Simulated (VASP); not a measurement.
```xyz
6
Lattice="4.5664 0.0000 0.0000 0.0000 4.5664 0.0000 0.0000 0.0000 3.1981" Properties=species:S:1:pos:R:3 pbc="T T T"
Ir     0.0000     0.0000     0.0000
Ir     2.2832     2.2832     1.5990
O      1.4075     1.4075     0.0000
O      3.6907     0.8757     1.5990
O      0.8757     3.6907     1.5990
O      3.1589     3.1589     0.0000
```

Computed with revPBE GGA, VASP's PBE PAW potentials (set 64) (plane waves; VASP). Run with 520 eV cut-off, 8×8×11 Γ-centred mesh, tetrahedra with Blöchl corrections, potentials Ir O.

Unless said otherwise, spin-orbit coupling is left out, though it shifts the bands of the heavy elements here.

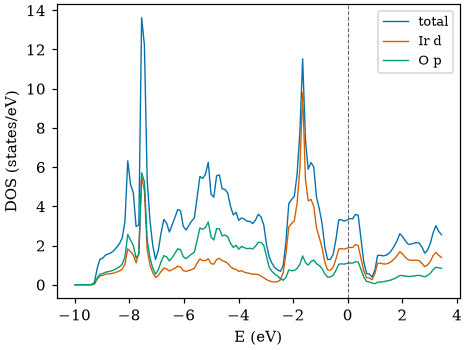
Figure. Total and projected density of states, zero at the Fermi level

Within 2 eV below the Fermi level the largest weight inside VASP's projection spheres is Ir d, then O p.

It has no gap at this level: it comes out as a metal or semimetal.

The compound is IrO2 in the rutile structure. It was relaxed first.
